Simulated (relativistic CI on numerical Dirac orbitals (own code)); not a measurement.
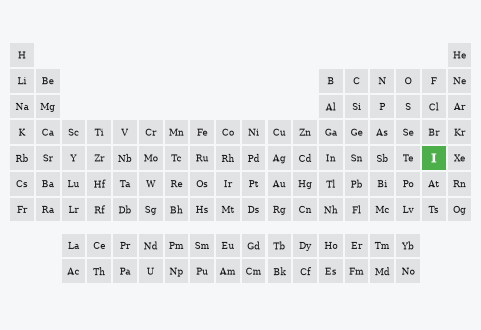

Figure 1. The place of iodine in the periodic table.

# I²⁺: relativistic CI calculation

System: I²⁺.
Method: Dirac-Coulomb-Breit CI, KLI orbitals optimised for each configuration, model QED (radiative potential, 1s self-energy scaled to tabulated hydrogen-like ionisation energies), numerical settings as typed (relativistic CI on numerical Dirac orbitals, in-house).

**Input file**
```
atom I  Z=53  charge=2  electrons=51
nucleus A=127  rms_radius_fm=4.7500
hamiltonian dirac-coulomb  breit=on  qed=on  c_scale=1
orbitals kli  potential=per-configuration
slater_scale 1
correlation none
mixing on
grid step=0.0125 r_max=67.1
scf mixing=0.4 start=green max_iterations=74 tolerance=2e-08 node_fill=0.05
configurations
  [Kr] 4d10 5s2 5p3
  [Kr] 4d10 5s 5p4
  [Kr] 4d10 5s2 5p2 5d 6s
end
```

Hardware: 1 CPU thread, shared host.

The run was one of a batch that the task file lists, launched with:
```bash
python <driver script> task.json out
```

The program writes its results to a structured record and prints no log; tables and figures of this report are taken from that record.

**What the run reported**

| quantity | value |
| --- | --- |
| outcome | refused by the program |

**Diagnosis**

One thing in this input was made wrong on purpose: configuration. The program refused the input; the driver noted: configuration [Kr] 4d10 5s2 5p2 5d 6s has 52 electrons, the ion has 51.
